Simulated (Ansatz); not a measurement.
# CH₄ClGa: search for a transition state

Wanted: the transition state of a 1,1-elimination (form C2–H3 and break Ga1–C2, Ga1–H3). The guess is relaxed with those distances held, a saddle search follows, and vibrations and two downhill relaxations check it.

Program: Ansatz 0.2.0, Gaussian basis. Level of theory: PBE0-D4, def2-SVP first, then def2-TZVP. These are calculated values, not measurements.

### 1 Starting geometry

The guess: 7 atoms, charge 0, spin multiplicity 1.

Atoms are counted from 1 here; the program's logs count them from 0.

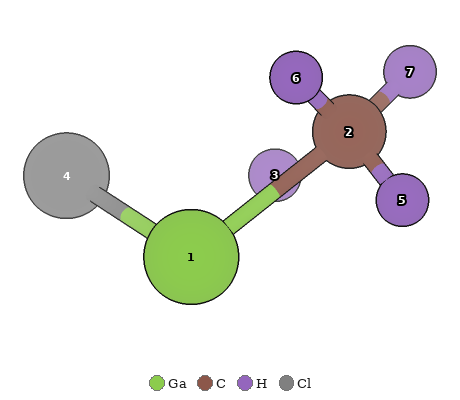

As it starts; gallium green, carbon brown, hydrogen purple, chlorine grey; atoms are numbered from 1 in the order of the file.

Coordinates:

```mol
CH4ClGa
  3D, bonds by distance, orders not assigned

  7  5  0  0  0  0  0  0  0  0999 V2000
    0.9187   -1.3983    0.0363 Ga  0  0
   -0.0708    0.6418   -0.4372 C   0  0
   -0.8223   -0.3735    0.1184 H   0  0
   -0.2474   -1.6841    1.9501 Cl  0  0
    0.2726    0.4310   -1.4423 H   0  0
    0.7195    0.9029    0.2570 H   0  0
   -0.7703    1.4803   -0.4823 H   0  0
  1  2  8  0
  1  4  8  0
  2  5  8  0
  2  6  8  0
  2  7  8  0
M  END
```

Distances that are to change: C2–H3 1.38 Å, Ga1–C2 2.32 Å, Ga1–H3 2.02 Å.

### 2 Relaxing the guess with the reacting distances held

File hold/in.yaml:

```yaml
crystal:
  periodic: [false, false, false]
  atoms:
    - {symbol: Ga, position_ang: [0.918700, -1.398300, 0.036300]}
    - {symbol: C, position_ang: [-0.070800, 0.641800, -0.437200]}
    - {symbol: H, position_ang: [-0.822300, -0.373500, 0.118400]}
    - {symbol: Cl, position_ang: [-0.247400, -1.684100, 1.950100]}
    - {symbol: H, position_ang: [0.272600, 0.431000, -1.442300]}
    - {symbol: H, position_ang: [0.719500, 0.902900, 0.257000]}
    - {symbol: H, position_ang: [-0.770300, 1.480300, -0.482300]}
basis:
  gaussian: {orbitals: def2-SVP}
hamiltonian: {xc: pbe0, dispersion: d4}
relax: {f_tol: 0.04, max_steps: 150, escape_saddle: false, constraints: [{distance: [1, 2]}, {distance: [0, 1]}, {distance: [0, 2]}]}
```

The run is started by

```
ansatz run in.yaml --threads 2 --pin off --events-out ev --progress --plain --max-ram 4352MiB
```

The program printed, shortened:

```text
Functional definition: PBE0
  name "PBE0"
  cite "Adamo & Barone, J. Chem. Phys. 110, 6158 (1999) doi:10.1063/1.478522"
  cite "Perdew, Burke & Ernzerhof, Phys. Rev. Lett. 77, 3865 (1996) doi:10.1103/PhysRevLett.77.3865"
  parent pbe
[...]
885 factors; integrals over basis functions are off by at most 4.0e-4 eV
[...]
mean field -65979.33678083 eV, -2424.6959042947 hartree, gradient 4.9e-5 eV, S^2 0.000000; 0 other end points of the search recorded, 0 dependent functions left out
[...]
reference -65979.33680556 eV, -2424.6959052035 hartree; 29, 29 occupied and 55, 55 virtual orbitals, 885 factors
relax step   1: F+E_penalty+E_count = -65979.44669678 eV  Δ(F+E_penalty+E_count) = +0.000e0 eV  max|allowed force component| = 4.746e-1 eV/Å  Δτ_max = 0.0000 Å  (24 SCF iters, accepted)
[...]
relax step   6: F+E_penalty+E_count = -65979.53601727 eV  Δ(F+E_penalty+E_count) = -1.186e-2 eV  max|allowed force component| = 2.381e-2 eV/Å  Δτ_max = 0.0879 Å  (28 SCF iters, accepted)
[...]
relax step   7: F+E_penalty+E_count = -65979.53699380 eV  Δ(F+E_penalty+E_count) = -9.765e-4 eV  max|allowed force component| = 2.117e-2 eV/Å  Δτ_max = 0.0350 Å  (27 SCF iters, accepted)
  distance C 1 - H 2 held at 1.379956 Å   reaction = +3.8535e0 eV/Å
  distance Ga 0 - C 1 held at 2.316316 Å   reaction = -1.6566e0 eV/Å
  distance Ga 0 - H 2 held at 2.021889 Å   reaction = -1.4365e-1 eV/Å
885 factors; integrals over basis functions are off by at most 4.7e-4 eV
[...]
mean field -65979.42886351 eV, -2424.6992882707 hartree, gradient 8.5e-6 eV, S^2 0.000000; 1 other end points of the search recorded, 0 dependent functions left out
[...]
reference -65979.42888835 eV, -2424.6992891839 hartree; 29, 29 occupied and 55, 55 virtual orbitals, 885 factors
Total energy: -65979.53701865 eV, -2424.7032628988 hartree
Atom 0 at     1.082992    -1.263183     0.209302 Å, force     0.923319    -1.448101     0.437268 eV/Å
Atom 1 at    -0.044089     0.658802    -0.423927 Å, force    -2.426922    -1.052423     2.073603 eV/Å
Atom 2 at    -0.622208    -0.210607     0.478395 Å, force     1.484731     2.497358    -2.500922 eV/Å
Atom 3 at    -0.560707    -1.975395     1.690092 Å, force     0.004073     0.000586    -0.008285 eV/Å
Atom 4 at     0.100152     0.231265    -1.424827 Å, force    -0.002267    -0.016375    -0.004648 eV/Å
Atom 5 at     0.873781     1.126913    -0.044695 Å, force     0.021174     0.014666     0.002115 eV/Å
Atom 6 at    -0.829920     1.432305    -0.484341 Å, force    -0.004108     0.004289     0.000868 eV/Å
Dipole moment:     0.125147     0.555152    -0.455873 e Å
```

Wall time 9 s (2 threads of INTEL XEON PLATINUM 8581C at 2.30GHz, shared host); peak memory 0.19 GiB.

Step by step:

```csv
step,energy from step 1 (eV),largest force component (eV/Å)
1,0.0000,0.4746
2,-0.0243,0.1265
3,-0.0368,0.1141
4,-0.0556,0.5233
5,-0.0775,0.3768
6,-0.0893,0.0238
7,-0.0903,0.0212
```

Distances of close pairs at the start and the end, largest changes first:

```
   bond  before (Å)  after (Å)  change (Å)
Ga1–Cl4       2.259      2.324      +0.065
  C2–H5       1.083      1.098      +0.015
  C2–H6       1.084      1.098      +0.014
  C2–H7       1.093      1.104      +0.011
 Ga1–C2       2.316      2.316      +0.000
```

### 3 Force constants to start from

File hessian/in.yaml:

```yaml
crystal:
  periodic: [false, false, false]
  atoms:
    - {symbol: Ga, position_ang: [1.082992, -1.263183, 0.209302]}
    - {symbol: C, position_ang: [-0.044089, 0.658802, -0.423927]}
    - {symbol: H, position_ang: [-0.622208, -0.210607, 0.478395]}
    - {symbol: Cl, position_ang: [-0.560707, -1.975395, 1.690092]}
    - {symbol: H, position_ang: [0.100152, 0.231265, -1.424827]}
    - {symbol: H, position_ang: [0.873781, 1.126913, -0.044695]}
    - {symbol: H, position_ang: [-0.829920, 1.432305, -0.484341]}
basis:
  gaussian: {orbitals: def2-SVP}
hamiltonian: {xc: pbe0, dispersion: d4}
phonons: {}
scf: {lower_state_search: off}
```

The run is started by

```
ansatz run in.yaml --threads 2 --pin off --events-out ev --progress --plain --max-ram 4352MiB
```

The program printed, shortened:

```text
[... 5 set-up lines as earlier in the session ...]
[...]
884 factors; integrals over basis functions are off by at most 4.7e-4 eV
[...]
mean field -65979.42886555 eV, -2424.6992883459 hartree, gradient 4.2e-6 eV, S^2 0.000000; 0 other end points of the search recorded, 0 dependent functions left out
[...]
reference -65979.42889025 eV, -2424.6992892536 hartree; 29, 29 occupied and 55, 55 virtual orbitals, 884 factors
[... from here to the last solve, the lines of the solves are left out (41 solves) ...]
884 factors; integrals over basis functions are off by at most 4.7e-4 eV
mean field -65979.42885520 eV, -2424.6992879656 hartree, gradient 7.5e-7 eV, S^2 0.000000; 0 other end points of the search recorded, 0 dependent functions left out
[...]
WARN: phonons: modes at or below zero, which the zero-point energy, F, S and C_V leave out: 1, the lowest at -83.79 cm⁻¹. A minimum has none, and a first-order saddle one
[...]
Total energy: -65979.53702054 eV, -2424.7032629685 hartree
Atom 0 at     1.082992    -1.263183     0.209302 Å, force     0.923102    -1.448016     0.437336 eV/Å
Atom 1 at    -0.044089     0.658802    -0.423927 Å, force    -2.426837    -1.052435     2.073589 eV/Å
Atom 2 at    -0.622208    -0.210607     0.478395 Å, force     1.484708     2.497297    -2.500880 eV/Å
Atom 3 at    -0.560707    -1.975395     1.690092 Å, force     0.004191     0.000587    -0.008343 eV/Å
Atom 4 at     0.100152     0.231265    -1.424827 Å, force    -0.002252    -0.016373    -0.004680 eV/Å
Atom 5 at     0.873781     1.126913    -0.044695 Å, force     0.021176     0.014664     0.002111 eV/Å
Atom 6 at    -0.829920     1.432305    -0.484341 Å, force    -0.004088     0.004276     0.000868 eV/Å
Dipole moment:     0.125145     0.555153    -0.455873 e Å
Vibrations: -83.79 230.74 297.55 350.05 532.65 569.36 920.64 1244.23 1359.19 1371.63 1472.61 1599.26 3048.22 3155.03 3214.02 cm⁻¹, zero-point energy 1.200489 eV
Checks for a lower state left out: stability, starts, cluster_reference, orbital_swaps, neighbouring_geometries, increment
```

Run time: 29 s. Hardware: 2 threads of INTEL XEON PLATINUM 8581C at 2.30GHz, shared host; peak memory 0.18 GiB.

The structure is not stationary yet, so these wavenumbers are no spectrum; the search needs only the force constants.

### 4 Saddle search in the small basis

A small driver takes partitioned rational-function steps: uphill along one mode, downhill along the rest. It calls the program once a step for energy and forces and updates the Hessian by Bofill's formula. It stops when the largest force is under 0.04 eV/Å and the followed curvature is negative. The first step's input:

File presaddle/in.yaml:

```yaml
crystal:
  periodic: [false, false, false]
  atoms:
    - {symbol: Ga, position_ang: [1.082992, -1.263183, 0.209302]}
    - {symbol: C, position_ang: [-0.044089, 0.658802, -0.423927]}
    - {symbol: H, position_ang: [-0.622208, -0.210607, 0.478395]}
    - {symbol: Cl, position_ang: [-0.560707, -1.975395, 1.690092]}
    - {symbol: H, position_ang: [0.100152, 0.231265, -1.424827]}
    - {symbol: H, position_ang: [0.873781, 1.126913, -0.044695]}
    - {symbol: H, position_ang: [-0.829920, 1.432305, -0.484341]}
basis:
  gaussian: {orbitals: def2-SVP}
hamiltonian: {xc: pbe0, dispersion: d4}
output: {forces: true}
scf: {lower_state_search: off}
```

The run is started by

```
ansatz run in.yaml --threads 2 --pin off --events-out ev --progress --plain --max-ram 4352MiB
```

Step by step:

```csv
step,energy (eV),largest force (eV/Å),followed curvature (eV/Å²)
1,-65979.53700,2.5009,-0.17
2,-65979.44440,2.3244,-0.70
3,-65979.14763,1.8501,-2.44
4,-65978.61708,1.4418,-2.61
5,-65978.23205,2.4538,-4.39
6,-65978.61866,1.4218,-6.52
7,-65978.55777,1.7197,-4.59
8,-65978.63139,1.3395,-5.52
9,-65978.67579,0.4772,-5.52
10,-65978.69995,0.3690,-4.25
11,-65978.71116,0.2885,-4.17
14,-65978.73137,0.3243,-3.94
17,-65978.73165,0.1234,-2.54
20,-65978.73475,0.1767,-1.69
23,-65978.73721,0.0603,-1.55
26,-65978.73118,0.0948,0.48
29,-65978.69663,0.2045,0.16
32,-65978.66355,0.4800,-0.90
35,-65978.65036,0.4848,-1.01
38,-65978.63708,0.1653,-0.65
41,-65978.65948,0.4350,-0.38
44,-65978.62558,0.2214,-0.43
47,-65978.63237,0.2597,-0.52
50,-65978.61993,0.4452,-0.04
53,-65978.60162,0.2690,-0.10
54,-65978.60007,0.1920,-0.61
55,-65978.59708,0.2673,-0.31
56,-65978.59764,0.3435,-0.25
57,-65978.59151,0.4053,-0.05
58,-65978.58479,0.1805,-0.14
59,-65978.57492,0.3199,-0.07
60,-65978.56223,0.2788,-0.21
```

The 60 steps took 43 s in all (2 threads of INTEL XEON PLATINUM 8581C at 2.30GHz, shared host).

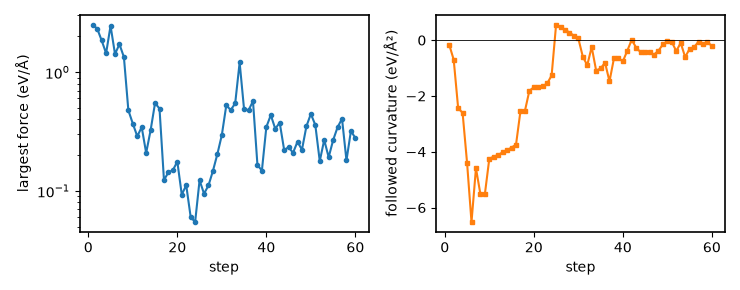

Largest force and followed curvature during the search.

### 5 What came out

| quantity | value |
| --- | --- |
| search | not converged after 60 steps |
| last largest force | 0.279 eV/Å |
| last followed curvature | -0.21 eV/Å² |

**Reading.** No saddle point was found from this guess, so no barrier can be given. The curvature is negative, but the forces are still above the tolerance.
